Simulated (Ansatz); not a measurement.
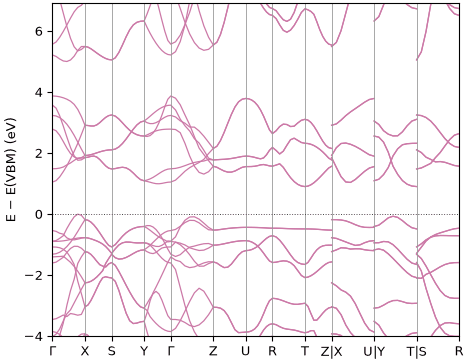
Band structure from PBEsol in the plane-wave PAW code Ansatz

Problem. Read off the gap and where the band edges lie.

Solution. About 0.9 eV (0.90 eV by a search for the band edges); maximum on the Γ–X line, 80 % of the way from Γ, minimum at T.

The material is FeS2 in space group Pnnm (No. 58; Fe on 2a, S on 4g).

The PBEsol relaxation kept the symmetry of its start. The workflow began spin-polarised and lost its moments.

Potentials: the later of the program's two PAW sets.
